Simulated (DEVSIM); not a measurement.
Structure: Schottky contact on p-type GaP, at 250 K.

```csv
layer (left to right),material,thickness (μm),Na (cm⁻³),τn (s),τp (s)
1,GaP,9.50,7.4e16,6.5e-7,6.5e-7
```

Left contact: Schottky, work function 4.48 eV, emission velocity 6.5e6 cm/s. Right contact: ohmic. Voltage is applied to the left contact. Recombination: SRH at mid-gap. Mobility is constant in doping.

The device is made up for the run: typed textbook-type constants, with dimensions and the other settings drawn at random. Values at 300 K; Nc and Nv go as T^1.5, mobilities as T to minus their exponent, the gap by Varshni's rule with the affinity fixed.

```
parameter             GaP
----------------  -------
gap (eV)             2.26
affinity (eV)         3.8
permittivity         11.1
Nc (cm⁻³)          1.8e19
Nv (cm⁻³)          1.9e19
μn (cm²/Vs)           250
μp (cm²/Vs)           150
T exponent of μn      1.6
T exponent of μp     1.98
Varshni α (eV/K)  0.00058
Varshni β (K)         372
```

DEVSIM, 1D drift-diffusion, Boltzmann statistics, complete ionisation; no tunnelling, impact ionisation, image-force lowering or self-heating. Metal contacts follow the ideal Schottky-Mott rule: no Fermi-level pinning, no interface dipoles.

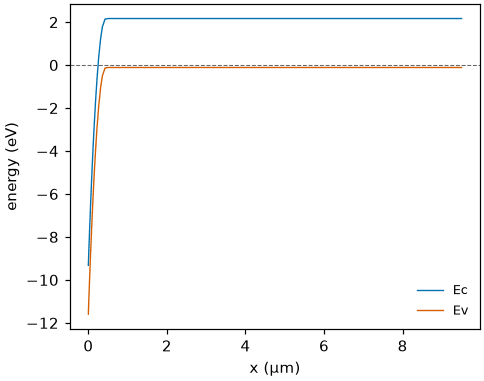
Figure: Band edges at 10.0 V on the left contact

Energies count from the Fermi level of the right contact; mesh points crowd at the junctions.

```csv
x (μm),Ec (eV),Ev (eV),n (cm⁻³),p (cm⁻³),field (V/cm)
0.000,-9.320,-11.599,270000,< 1e2,530000
0.01359,-8.617,-10.896,< 1e2,< 1e2,510000
0.03727,-7.443,-9.723,< 1e2,< 1e2,480000
0.07185,-5.852,-8.132,< 1e2,< 1e2,440000
0.1524,-2.706,-4.986,< 1e2,< 1e2,340000
0.2632,0.345,-1.934,< 1e2,< 1e2,210000
0.4250,2.140,-0.139,< 1e2,2.3e16,17000
0.8018,2.166,-0.114,< 1e2,7.4e16,≈ 0
1.321,2.166,-0.114,< 1e2,7.4e16,≈ 0
2.078,2.166,-0.114,< 1e2,7.4e16,≈ 0
3.398,2.166,-0.114,< 1e2,7.4e16,≈ 0
5.782,2.166,-0.114,< 1e2,7.4e16,≈ 0
7.130,2.166,-0.114,< 1e2,7.4e16,≈ 0
7.993,2.166,-0.114,< 1e2,7.4e16,≈ 0
8.725,2.166,-0.114,< 1e2,7.4e16,≈ 0
9.013,2.166,-0.114,< 1e2,7.4e16,≈ 0
9.197,2.166,-0.114,< 1e2,7.4e16,≈ 0
9.323,2.166,-0.114,< 1e2,7.4e16,≈ 0
9.415,2.166,-0.114,< 1e2,7.4e16,≈ 0
9.454,2.166,-0.114,< 1e2,7.4e16,≈ 0
9.481,2.166,-0.114,< 1e2,7.4e16,≈ 0
9.500,2.166,-0.114,< 1e2,7.4e16,≈ 0
```
